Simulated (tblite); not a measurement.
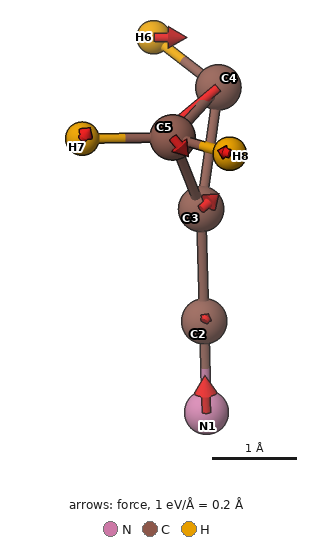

Starting geometry of C$_{4}$H$_{3}$N (charge +1, multiplicity 2) with the computed forces as red arrows. Style: ball-and-stick. Shown from a free direction.

All numbers below come from tblite, GFN2-xTB geometry optimisation, gas phase. 

What follows when this structure is relaxed?

Answer. It isn't relaxed: the largest force vector, on C4, is 5.36 eV/Å. The final displacements follow the starting forces only in part (cosine between the two patterns 0.66). Over 36 geometry steps the energy falls by 1.448 eV. The largest moves after the best rigid fit, 0.43 Å, are those of C4 and H6. By element the largest moves are H 0.43 Å, C 0.43 Å, N 0.14 Å. Among the contacts that change: C3–C4 1.482 → 1.353 Å, C4–H6 1.131 → 1.071 Å, C2–C3 1.432 → 1.372 Å, C4–C5 1.496 → 1.455 Å. Among the angles between lasting bonds that change: C5–C4–H6 111.8° → 147.6°, C3–C4–H6 117.2° → 148.4°, C3–C5–H7 111.1° → 124.7°. Cost: 0.09 s on 1 thread of Arm Neoverse V2, on a shared host.
